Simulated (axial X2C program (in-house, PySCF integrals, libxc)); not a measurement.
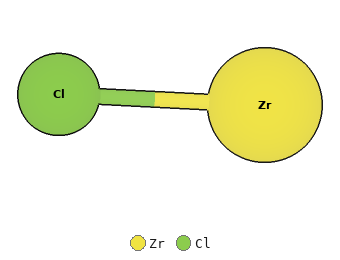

Figure 1. The molecule at the reference distance of 2.419 Å.

# Relativistic diatomic calculation, with input and output: ZrCl⁻

- system: ZrCl⁻, single determinant with Ω = 1.
- method: PBE0, two-component X2C with atomic mean-field Coulomb and Gaunt terms, Zr dyall-acv3z, Cl dyall-av3z (cores contracted) (axial X2C program (in-house, PySCF integrals, libxc))

### Log
```
two-component X2C + atomic mean field  PBE0
basis functions 232  fitting functions 1068  grid points 5081
iter        total energy     max residual
   1      -4058.153412941     3.29e-05
   2      -4058.153412960     3.58e-05
   3      -4058.153412990     8.36e-06
   4      -4058.153412996     5.41e-06
converged
one-electron -5908.42361892  Coulomb 1846.36180280  exact exchange -35.20411401  xc functional -107.97019927  nuclear repulsion 148.75589228  atomic mean-field constant -1.67317587
```

### The points of the curve

```tsv
R (Å)	E (hartree)	dipole (D; origin at the first atom, positive when the second is positive)	highest filled (eV)	lowest empty (eV)
2.274	−4058.149314	1.11	0.33	1.68
2.346	−4058.152580	0.63	0.29	1.69
2.419	−4058.153413	0.13	0.24	1.70
2.504	−4058.152179	−0.48	0.18	1.71
2.588	−4058.149326	−1.11	0.12	1.72
```

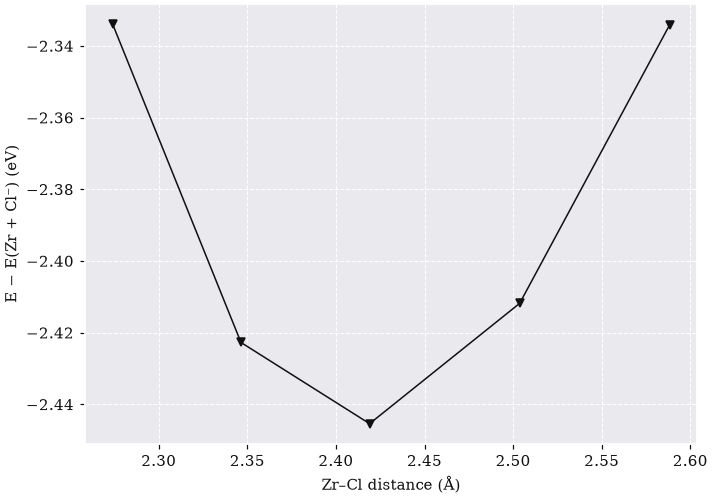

Figure 2. Energy at 5 bond lengths, for one set of occupations held fixed; the line joins the points. A polynomial of degree 3 through 5 points gives rₑ = 2.413 Å, ωₑ = 317.9 cm⁻¹ and Bₑ = 0.1150 cm⁻¹. The minimum lies 2.45 eV below Zr + Cl⁻, each computed as one determinant at the same level.

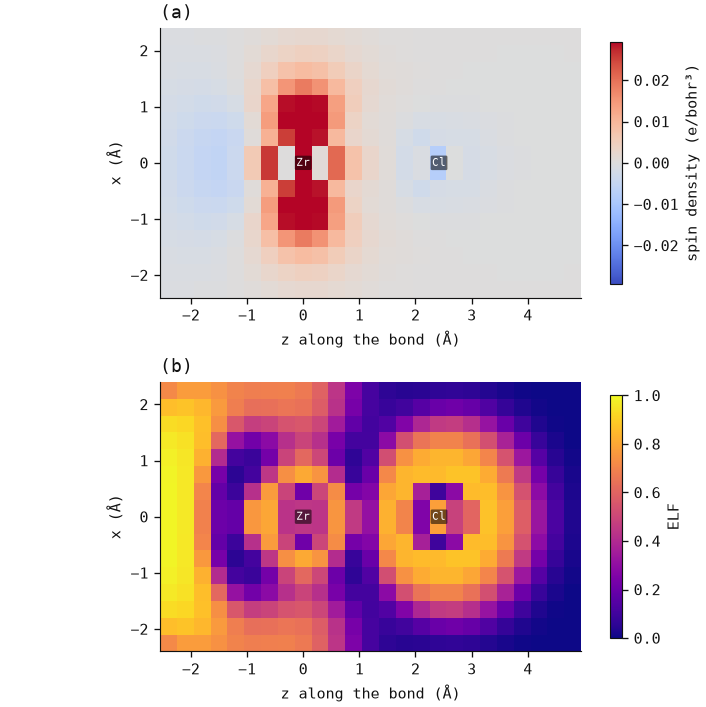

Figure 3. (a) spin density; (b) electron localisation function, in a plane that holds the axis, at 2.42 Å, on points 0.3 Å apart (one half computed, the other mirrored); the structure near the nuclei is finer than these points.

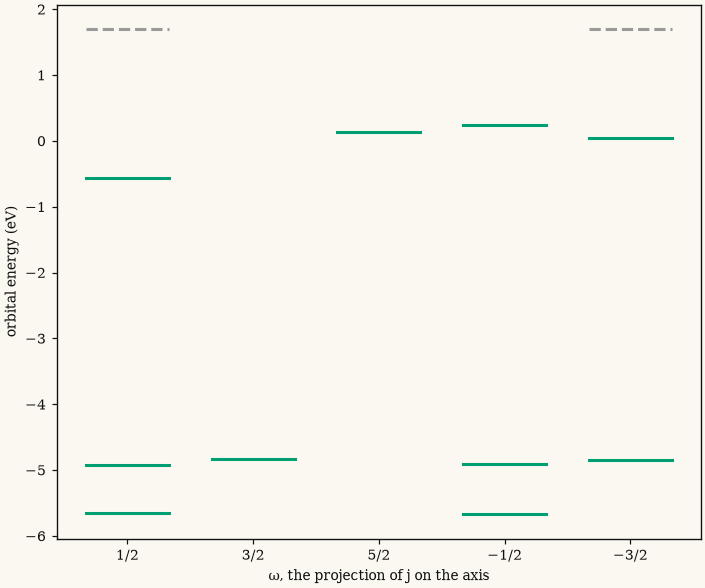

Figure 4. Orbital energies near the frontier at 2.42 Å, filled (solid) and empty (dashed). The highest filled spinor (−1/2; 65 % Zr s, 28 % Zr p) lies at 0.24 eV, the lowest empty one (1/2; 100 % Zr p) at 1.70 eV. A filled level above zero is held only by the finite basis .

### The input
```
{"zs": [40, 17], "q": -1, "bas": ["dyall-acv3z", "dyall-av3z"], "levels": ["PBE0", "HF", "PBE"], "cc": true, "r0": 2.53, "thr": -1.0, "nmax": 90, "npts": 10, "nst": 2, "ntry": 6}
```

The line is the task of a batch: nuclear charges, charge, bases, the levels to run, a first guess of the distance and further settings. This report covers PBE0 with spin-orbit coupling. The log is that of the reference distance 2.419 Å, started from orbitals converged before.

The run was one of a batch that the task file lists, launched with:
```bash
python <driver script> task.json out
```

### Summary

- outcome: converged; a filled level lies above zero
- bond length rₑ: 2.413 Å
- ωₑ: 317.9 cm⁻¹
- energy at the minimum: −4058.15342 hartree
- depth below the fragments: 2.45 eV
- hardware: 1 thread of Arm Neoverse V1, 24 GiB of memory available, shared host
- wall time: 14 s
- peak memory: 0.82 GiB

### Notes

The highest filled level (PBE0, up to 0.33 eV) lies above zero. That is common for anions, where the functional's self-interaction leaves the outer electrons unbound; only the finite basis holds them, so such levels depend on it. Caveats: 5 of the 10 points asked for were kept.
